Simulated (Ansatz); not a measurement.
**B₂H₂ (singlet): correlated methods under varied settings at scale of all distances = 1.719**

What do other methods and options give for B₂H₂ (singlet) at this geometry, and how long do they take?

Program: Ansatz 0.2.0, Gaussian basis. Level of theory: the settings change from run to run. These are calculated values, not measurements.

12 further runs of the same task are left out: 10 that didn't finish, 2 set aside as unsound or not needed.

## 1. What is computed

The geometry derives from a PBE0/def2-TZVP stationary point (not a proven minimum). All distances are scaled together.

4 atoms, charge 0, spin multiplicity 1.

Atoms are counted from 1 here; the program's logs count them from 0.

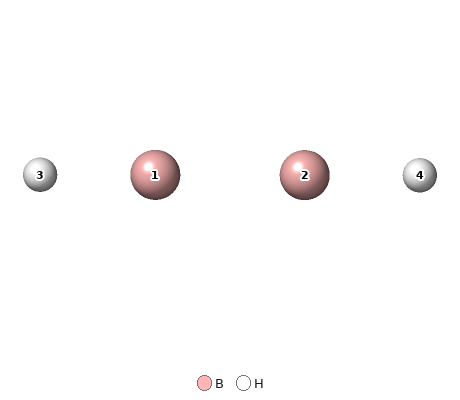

The structure; boron pink, hydrogen white; atoms are numbered from 1 in the order of the file.

Geometry (Å):

```
B     0.00000    0.00000    1.31077
B     0.00000    0.00000   -1.31077
H     0.00000    0.00000    3.33186
H     0.00000    0.00000   -3.33186
```

## 2. CASCI(4,7)/6-31G

Contents of in.yaml:

```yaml
crystal:
  periodic: [false, false, false]
  atoms:
    - {symbol: B, position_ang: [0.000000, 0.000000, 1.310772]}
    - {symbol: B, position_ang: [0.000000, 0.000000, -1.310772]}
    - {symbol: H, position_ang: [0.000000, 0.000000, 3.331859]}
    - {symbol: H, position_ang: [0.000000, 0.000000, -3.331859]}
basis:
  gaussian: {orbitals: 6-31G}
correlation: {active_space: {window: {electrons: 4, orbitals: 7}, fixed_orbitals: true, states: [{multiplicity: 1, weights: [1, 1, 1, 1]}]}}
scf: {lower_state_search: off}
```

The run is started by

```console
$ ansatz run in.yaml --threads 1 --pin off --events-out ev --progress --plain --max-ram 2393MiB
```

Log:

```text
Functional definition: HF
  name "HF"
  cite "Fock, Z. Phys. 61, 126 (1930) doi:10.1007/BF01340294"
  parent pbe
  exchange = exact_x
  correlation = 0
these checks for a lower state are left out or cut short: stability, starts, cluster_reference, orbital_swaps, neighbouring_geometries, increment
492 factors; integrals over basis functions are off by at most 8.6e-8 eV
mean field evaluation 1: about -1358.9494 eV, gradient 1.8e1 eV
mean field evaluation 2: about -1358.9504 eV, gradient 1.8e1 eV
mean field evaluation 4: about -1361.5314 eV, gradient 9.5e-1 eV
mean field evaluation 8: about -1361.5371 eV, gradient 6.6e-4 eV
mean field -1361.53712693 eV, -50.0355665317 hartree, gradient 6.3e-6 eV, S^2 0.000000; 0 other end points of the search recorded, 0 dependent functions left out
reference -1361.53712693 eV, -50.0355665317 hartree; 6, 6 occupied and 16, 16 virtual orbitals, 492 factors
state -1362.02632223 eV, -50.0535441274 hartree
state -1361.03764364 eV, -50.0172108592 hartree
state -1361.03764364 eV, -50.0172108592 hartree
state -1359.91448000 eV, -49.9759353568 hartree
Total energy: -1361.00402238 eV, -50.0159753006 hartree
Checks for a lower state left out: stability, starts, cluster_reference, orbital_swaps, neighbouring_geometries, increment
```

Wall time 0.34 s (1 thread of Intel Xeon at 2.50GHz, shared host).

From the report: 61 determinants; active occupations (of the averaged states) 1.77, 1.14, 0.41, 0.41, 0.09, 0.09, 0.08.

## 3. MRCISD+Q(relaxed)(6,6)/6-31G

in.yaml, as its differences from that of step 2:

```diff
@@ -9,3 +9,3 @@
   gaussian: {orbitals: 6-31G}
-correlation: {active_space: {window: {electrons: 4, orbitals: 7}, fixed_orbitals: true, states: [{multiplicity: 1, weights: [1, 1, 1, 1]}]}}
+correlation: {method: fic_mrcisd_q_relaxed, electrons: outside_noble_gas, active_space: {window: {electrons: 6, orbitals: 6}}}
 scf: {lower_state_search: off}
```

The command is unchanged.

Log (excerpt; [...] marks lines left out):

```text
Functional definition: HF
  name "HF"
  cite "Fock, Z. Phys. 61, 126 (1930) doi:10.1007/BF01340294"
  parent pbe
[...]
316 factors; integrals over basis functions are off by at most 2.0e-4 eV
[...]
mean field -1361.53713773 eV, -50.0355669287 hartree, gradient 6.3e-6 eV, S^2 0.000000; 0 other end points of the search recorded, 0 dependent functions left out
reference -1361.53713773 eV, -50.0355669287 hartree; 6, 6 occupied and 16, 16 virtual orbitals, 316 factors
state -1363.19611586 eV, -50.0965332503 hartree
contracted CI cycle   1: correlation 0.00000000 eV, 0.0000000000 hartree, residual 8.77e0 eV
contracted CI cycle   2: correlation -2.48537607 eV, -0.0913358860 hartree, residual 2.92e0 eV
contracted CI cycle   3: correlation -2.80661640 eV, -0.1031412502 hartree, residual 1.26e0 eV
contracted CI cycle   4: correlation -2.85481107 eV, -0.1049123717 hartree, residual 6.05e-1 eV
[...]
contracted CI cycle   8: correlation -2.87102438 eV, -0.1055082000 hartree, residual 6.48e-2 eV
contracted CI cycle   9: correlation -2.87115796 eV, -0.1055131089 hartree, residual 3.52e-2 eV
contracted CI cycle  10: correlation -2.87119769 eV, -0.1055145688 hartree, residual 1.82e-2 eV
contracted CI cycle  11: correlation -2.87120782 eV, -0.1055149412 hartree, residual 9.54e-3 eV
contracted CI cycle  12: correlation -2.87121058 eV, -0.1055150426 hartree, residual 5.36e-3 eV
contracted CI cycle  13: correlation -2.87121140 eV, -0.1055150727 hartree, residual 2.76e-3 eV
contracted CI cycle  14: correlation -2.87121165 eV, -0.1055150821 hartree, residual 1.72e-3 eV
contracted CI cycle  15: correlation -2.87121175 eV, -0.1055150856 hartree, residual 9.29e-4 eV
state -1363.19611586 eV, -50.0965332503 hartree; corrected -1366.52911942 eV, -50.2190188719 hartree
Total energy: -1366.52911942 eV, -50.2190188719 hartree
Checks for a lower state left out: stability, starts, cluster_reference, orbital_swaps, neighbouring_geometries, increment
```

It took 2.5 s on 1 thread of Intel Xeon at 2.50GHz, shared host.

From the report: 104 determinants; active occupations 2.00, 1.92, 1.84, 0.10, 0.07, 0.07.

## 4. BCCD on RHF/def2-mTZVP

in.yaml, as its differences from that of step 3:

```diff
@@ -8,4 +8,5 @@
 basis:
-  gaussian: {orbitals: 6-31G}
-correlation: {method: fic_mrcisd_q_relaxed, electrons: outside_noble_gas, active_space: {window: {electrons: 6, orbitals: 6}}}
-scf: {lower_state_search: off}
+  gaussian: {orbitals: def2-mTZVP}
+magnetization: {spin_polarized: false}
+correlation: {method: bccd, electrons: outside_noble_gas}
+accuracy: high
```

Same command.

Log (excerpt; [...] marks lines left out):

```text
Functional definition: HF
  name "HF"
  cite "Fock, Z. Phys. 61, 126 (1930) doi:10.1007/BF01340294"
  parent pbe
[...]
834 factors; integrals over basis functions are off by at most 2.9e-9 eV
[...]
mean field -1362.08900431 eV, -50.0558476512 hartree, gradient 2.2e-8 eV, S^2 0.000000; 0 other end points of the search recorded, 0 dependent functions left out; unrestricted orbitals would lower it
2 core orbitals not correlated: weight in the atoms' cores, before any rotation towards them, 1.000 or more for the frozen orbitals, at most 0.000 for the correlated occupied ones
reference -1362.08900431 eV, -50.0558476512 hartree; 4, 4 occupied and 38, 38 virtual orbitals, 834 factors
second order -3.52078030 eV of doubles, -0.00000000 eV of singles
cycle   1  -4.51863402 eV  change    -1.0e0 eV  update   1.3e-1
[...]
cycle  29  -5.42573708 eV  change   4.1e-10 eV  update  4.1e-10
Total energy: -1367.51474138 eV, -50.2552398111 hartree
```

Wall time 3.5 s (1 thread of Intel Xeon at 2.50GHz, shared host).

From the report: correlation -5.4257 eV; largest double amplitude 0.18.

## 5. BCCD(T) on RHF/6-31G

in.yaml, as its differences from that of step 4:

```diff
@@ -8,5 +8,5 @@
 basis:
-  gaussian: {orbitals: def2-mTZVP}
+  gaussian: {orbitals: 6-31G}
 magnetization: {spin_polarized: false}
-correlation: {method: bccd, electrons: outside_noble_gas}
-accuracy: high
+correlation: {method: bccd_t, electrons: all}
+output: {forces: true}
```

Same command.

Log (excerpt; [...] marks lines left out):

```text
Functional definition: HF
  name "HF"
  cite "Fock, Z. Phys. 61, 126 (1930) doi:10.1007/BF01340294"
  parent pbe
[...]
316 factors; integrals over basis functions are off by at most 2.0e-4 eV
[...]
mean field -1361.53713773 eV, -50.0355669287 hartree, gradient 6.3e-6 eV, S^2 0.000000; 0 other end points of the search recorded, 0 dependent functions left out; unrestricted orbitals would lower it
reference -1361.53713773 eV, -50.0355669287 hartree; 6, 6 occupied and 16, 16 virtual orbitals, 316 factors
second order -2.85544086 eV of doubles, -0.00000000 eV of singles
cycle   1  -3.86855231 eV  change    -1.0e0 eV  update   1.3e-1
[...]
cycle  15  -4.78913597 eV  change   -2.5e-7 eV  update   1.2e-6
perturbative correction -0.12023672 eV, -0.0044186179 hartree
[...]
Total energy: -1366.44651043 eV, -50.2159830475 hartree
Atom 0 at     0.000000     0.000000     1.310772 Å, force    -0.000000    -0.000000     3.109126 eV/Å
Atom 1 at     0.000000     0.000000    -1.310772 Å, force     0.000000    -0.000000    -3.109126 eV/Å
Atom 2 at     0.000000     0.000000     3.331859 Å, force     0.000000    -0.000000    -1.901682 eV/Å
Atom 3 at     0.000000     0.000000    -3.331859 Å, force     0.000000    -0.000000     1.901682 eV/Å
Dipole moment:     0.000000     0.000000     0.000000 e Å
```

Run time: 1.4 s. Hardware: 1 thread of Intel Xeon at 2.50GHz, shared host.

From the report: correlation -4.9094 eV; largest double amplitude 0.21.

## 6. MP2 on UHF/6-31G

in.yaml, as its differences from that of step 5:

```diff
@@ -8,5 +8,5 @@
 basis:
-  gaussian: {orbitals: 6-31G}
-magnetization: {spin_polarized: false}
-correlation: {method: bccd_t, electrons: all}
+  gaussian: {orbitals: 6-31G, fitting: {mean_field: def2-universal-jkfit}}
+magnetization: {spin_polarized: true, initial_magnetization: 0}
+correlation: {method: mp2, electrons: outside_noble_gas}
 output: {forces: true}
```

Launched as before.

Log (excerpt; [...] marks lines left out):

```text
Functional definition: HF
  name "HF"
  cite "Fock, Z. Phys. 61, 126 (1930) doi:10.1007/BF01340294"
  parent pbe
[...]
186 factors; integrals over basis functions are off by at most 1.4e-1 eV
[...]
mean field -1362.37922110 eV, -50.0665129216 hartree, gradient 2.5e-6 eV, S^2 1.588112; 31 other end points of the search recorded, 0 dependent functions left out
2 core orbitals not correlated: weight in the atoms' cores, before any rotation towards them, 1.000 or more for the frozen orbitals, at most 0.000 for the correlated occupied ones
reference -1362.37922110 eV, -50.0665129216 hartree; 4, 4 occupied and 16, 16 virtual orbitals, 186 factors
second order -1.62081998 eV of doubles, -0.00000000 eV of singles
[...]
WARN: the results are in doubt because the forces break the atoms' symmetry
Total energy: -1364.00004108 eV, -50.1260769574 hartree
Atom 0 at     0.000000     0.000000     1.310772 Å, force     0.000000    -0.731931     1.408153 eV/Å
Atom 1 at     0.000000     0.000000    -1.310772 Å, force     0.000000     0.731931    -1.408153 eV/Å
Atom 2 at     0.000000     0.000000     3.331859 Å, force    -0.000000     0.287946    -1.813704 eV/Å
Atom 3 at     0.000000     0.000000    -3.331859 Å, force    -0.000000    -0.287946     1.813704 eV/Å
Dipole moment:     0.000000     0.000000     0.000000 e Å
In doubt: the forces break the atoms' symmetry
```

It took 2.3 s on 1 thread of Intel Xeon at 2.50GHz, shared host.

From the report: ⟨S²⟩ of the determinant 1.588 (pure singlet: 0.00). The determinant is far from a pure spin state, so its energy mixes those of several spin states (harmless only where they are near-degenerate, as at dissociation). Mind the lines of doubt at the end of the log.

## 7. CCSD(T) on UHF/6-31G

in.yaml, as its differences from that of step 6:

```diff
@@ -8,5 +8,5 @@
 basis:
-  gaussian: {orbitals: 6-31G, fitting: {mean_field: def2-universal-jkfit}}
+  gaussian: {orbitals: 6-31G}
 magnetization: {spin_polarized: true, initial_magnetization: 0}
-correlation: {method: mp2, electrons: outside_noble_gas}
-output: {forces: true}
+correlation: {method: ccsd_t, electrons: valence}
+scf: {omitted_lower_state_checks: [cluster_reference]}
```

The command is unchanged.

Log (excerpt; [...] marks lines left out):

```text
Functional definition: HF
  name "HF"
  cite "Fock, Z. Phys. 61, 126 (1930) doi:10.1007/BF01340294"
  parent pbe
[...]
316 factors; integrals over basis functions are off by at most 2.0e-4 eV
[...]
mean field -1362.37893071 eV, -50.0665022501 hartree, gradient 2.3e-6 eV, S^2 1.588668; 31 other end points of the search recorded, 0 dependent functions left out
2 core orbitals not correlated: weight in the atoms' cores, before any rotation towards them, 1.000 or more for the frozen orbitals, at most 0.000 for the correlated occupied ones
reference -1362.37893071 eV, -50.0665022501 hartree; 4, 4 occupied and 16, 16 virtual orbitals, 316 factors
second order -1.62094523 eV of doubles, -0.00000000 eV of singles
cycle   1  -2.26029277 eV  change   -6.4e-1 eV  update   1.1e-1
[...]
cycle  31  -3.82826568 eV  change   -2.8e-6 eV  update   3.2e-6
perturbative correction -0.22253198 eV, -0.0081778993 hartree
Total energy: -1366.42972837 eV, -50.2153663184 hartree
Checks for a lower state left out: cluster_reference
```

Wall time 3.4 s (1 thread of Intel Xeon at 2.50GHz, shared host).

From the report: ⟨S²⟩ of the determinant 1.589 (pure singlet: 0.00); correlation -4.0508 eV; T1 0.276; largest double amplitude 0.25. The determinant is far from a pure spin state, so its energy mixes those of several spin states (harmless only where they are near-degenerate, as at dissociation).

## 8. The runs in one table

Where basis and cores are those of an earlier FCI/6-31G run (-1366.4271 eV), and the state is the same kind, the miss against it is given. † marks a result that the program doubts.

```csv
level,correlated,functions,energy (eV),from FCI (meV),time
"CASCI(4,7)/6-31G (mean of several states)",,22,-1361.0040,,0.34 s
"MRCISD+Q(relaxed)(6,6)/6-31G",outside noble gas,22,-1366.5291,-102.0,2.5 s
BCCD on RHF/def2-mTZVP,outside noble gas,44,-1367.5147,,3.5 s
BCCD(T) on RHF/6-31G,all,22,-1366.4465,,1.4 s
MP2 on UHF/6-31G †,outside noble gas,22,-1364.0000,2427.0,2.3 s
CCSD(T) on UHF/6-31G,valence,22,-1366.4297,-2.6,3.4 s
```

## 9. Results

| quantity | value |
| --- | --- |
| runs | 6 |
| quickest | CASCI(4,7)/6-31G (mean of several states), 0.34 s |
| slowest | BCCD on RHF/def2-mTZVP, 3.5 s |

In words: Total energies in different bases, with other cores or another treatment of relativity can't be set against each other. BCCD on RHF/def2-mTZVP took 10 times as long as CASCI(4,7)/6-31G (mean of several states); the jobs differ in more than the method. Among the correlated runs with a miss given, it spans -102 to +2427 meV.
